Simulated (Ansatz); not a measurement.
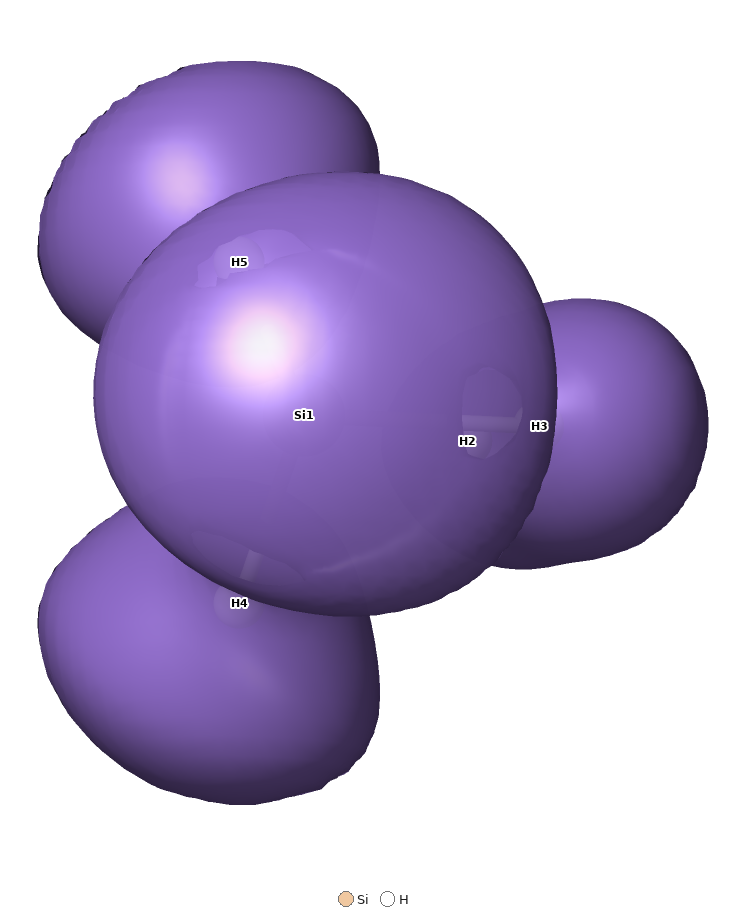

H3Si···H. Isosurface of the ELF at 0.75 (purple), seen across its widest extent. Core shells and regions of very low density are left out.

Theory: Ansatz 0.2.0, RKS LDA/def2-TZVP.

```xyz
5

Si    0.2322    0.0000   -0.6689
H     0.6497    0.0000    1.0133
H     1.3962    0.0000    0.4971
H    -0.5357    1.1266    0.0062
H    -0.5357   -1.1266    0.0062
```

Q: Where are the electrons localised?

A: The surface consists of one joined region spread over several atoms (H, Si), in which their bonds and any lone pairs are merged.

Values along the shortest contacts:
H2···H3 (0.91 Å): the ELF is about 1 at the midpoint. Si–H (1.52 Å): the ELF climbs to about 1 towards the hydrogen, as it does in any bond to H.
